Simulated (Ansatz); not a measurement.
# B2PLYP/STO-3G run of [SiH5]− (SMILES [H][Si-]([H])([H])([H])[H])

What is the energy change on altering one bond length of [SiH5]− at B2PLYP/STO-3G? 

The results are computed with Ansatz 0.2.0.

## Step 1: The system as given

The species is [SiH5]− (6 atoms), meant as a singlet with charge -1. SMILES: `[H][Si-]([H])([H])([H])[H]`. The coordinates come from a GFN2-xTB relaxation.

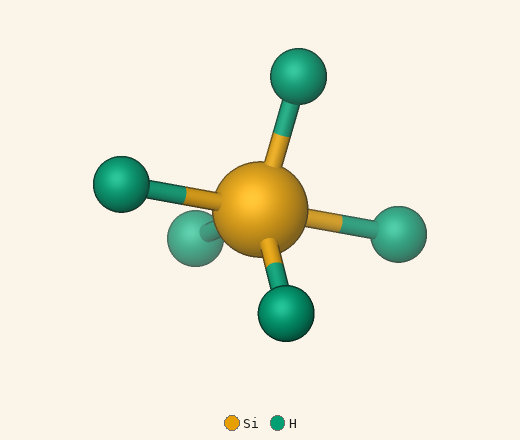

The structure, seen from a chosen angle (silicon amber, hydrogen teal).

## Step 2: The energy at B2PLYP/STO-3G

The input, molecule.yaml:

```yaml
crystal:
  periodic: [false, false, false]
  atoms:
    - {symbol: Si, position_ang: [-0.000240, 0.000230, 0.001470]}
    - {symbol: H, position_ang: [-0.019890, -0.007790, 1.639910]}
    - {symbol: H, position_ang: [0.021790, 0.007860, -1.642440]}
    - {symbol: H, position_ang: [1.490630, 0.011850, 0.019200]}
    - {symbol: H, position_ang: [-0.757550, 1.285100, -0.002620]}
    - {symbol: H, position_ang: [-0.734730, -1.297250, -0.015520]}
basis:
  gaussian: {orbitals: STO-3G}
total_charge: -1
hamiltonian: {xc: {name: B2PLYP}}
correlation: {frozen_orbitals: {H: 0, Si: 5}}
accuracy: high
```

Run with:

```
$ ansatz run molecule.yaml --threads 1 --pin off --max-ram 2610MiB --events-out events.jsonl --progress --plain --runs-dir runs
```

Standard output:

```text
Warning: RAYON_NUM_THREADS=1 ignored (pool sized by the plan → 1); use --threads N
Functional definition: B2PLYP
  name "B2PLYP"
  parameter a = 0.53
  parameter c = 0.27
  exchange = (1 - a)*b88_x + a*exact_x
  correlation = (1 - c)*lyp_c + c*(mp2_os + mp2_ss)
222 factors; integrals over basis functions are off by at most 1.5e-8 eV
mean field evaluation 1: about -7854.2405 eV, gradient 1.8e1 eV
mean field evaluation 2: about -7854.2429 eV, gradient 1.8e1 eV
mean field evaluation 4: about -7855.3820 eV, gradient 2.0e-1 eV
mean field evaluation 8: about -7855.3808 eV, gradient 4.5e-5 eV
mean field -7855.38077846 eV, -288.6799190400 hartree, gradient 2.5e-8 eV, S^2 0.000000; 0 other end points of the search recorded, 0 dependent functions left out
5 core orbitals not correlated: weight in the atoms' cores, before any rotation towards them, 0.999 or more for the frozen orbitals, at most 0.000 for the correlated occupied ones
reference -7855.38079491 eV, -288.6799196448 hartree; 5, 5 occupied and 4, 4 virtual orbitals, 222 factors
second order -1.84047067 eV of doubles, -0.00000000 eV of singles
Total energy: -7855.87772200 eV, -288.6981813782 hartree
```

Wall time 1.1 s (1 thread of Arm Neoverse V1, shared host); peak memory 0.093 GiB.

## Step 3: The distorted shape

The input, job.yaml:

```yaml
crystal:
  periodic: [false, false, false]
  atoms:
    - {symbol: Si, position_ang: [-0.372982, -0.002675, -0.002963]}
    - {symbol: H, position_ang: [-0.392632, -0.010695, 1.635477]}
    - {symbol: H, position_ang: [-0.350952, 0.004955, -1.646873]}
    - {symbol: H, position_ang: [1.490630, 0.011850, 0.019200]}
    - {symbol: H, position_ang: [-1.130292, 1.282195, -0.007053]}
    - {symbol: H, position_ang: [-1.107472, -1.300155, -0.019953]}
basis:
  gaussian: {orbitals: STO-3G}
total_charge: -1
correlation: {frozen_orbitals: {H: 0, Si: 5}}
accuracy: high
hamiltonian: {xc: {name: B2PLYP}}
```

Run with:

```
$ ansatz run job.yaml --threads 1 --pin off --max-ram 2610MiB --events-out events.jsonl --progress --plain --runs-dir runs
```

Standard output (excerpt; [...] marks lines left out):

```text
Warning: RAYON_NUM_THREADS=1 ignored (pool sized by the plan → 1); use --threads N
[... 6 set-up lines as earlier in the session ...]
222 factors; integrals over basis functions are off by at most 1.7e-8 eV
mean field evaluation 1: about -7852.8338 eV, gradient 2.0e1 eV
mean field evaluation 2: about -7852.8292 eV, gradient 2.0e1 eV
mean field evaluation 4: about -7854.3654 eV, gradient 3.7e-1 eV
mean field evaluation 8: about -7854.3643 eV, gradient 1.5e-3 eV
mean field -7854.36433242 eV, -288.6425653370 hartree, gradient 2.6e-8 eV, S^2 0.000000; 0 other end points of the search recorded, 0 dependent functions left out
5 core orbitals not correlated: weight in the atoms' cores, before any rotation towards them, 0.999 or more for the frozen orbitals, at most 0.000 for the correlated occupied ones
reference -7854.36434921 eV, -288.6425659540 hartree; 5, 5 occupied and 4, 4 virtual orbitals, 222 factors
second order -2.16009783 eV of doubles, -0.00000000 eV of singles
Total energy: -7854.94757562 eV, -288.6639991293 hartree
```

Run time: 1.1 s. Hardware: 1 thread of Arm Neoverse V1, shared host; peak memory 0.093 GiB.

## Step 4: Summary of results

Level: B2PLYP/STO-3G, 5 core orbitals frozen.

| quantity | value |
| --- | --- |
| first shape: total energy | -288.69818 Eh |
| distorted shape: total energy | -288.66400 Eh |
| energy change with the Si1–H4 bond stretched from 1.491 to 1.864 Å | 0.930 eV |

What this shows: With the Si1–H4 bond stretched from 1.491 to 1.864 Å the energy rises by 0.93 eV (21.4 kcal/mol). The first shape isn't relaxed at this level, so the change isn't measured from a minimum. The minimal basis adds a large error of its own.
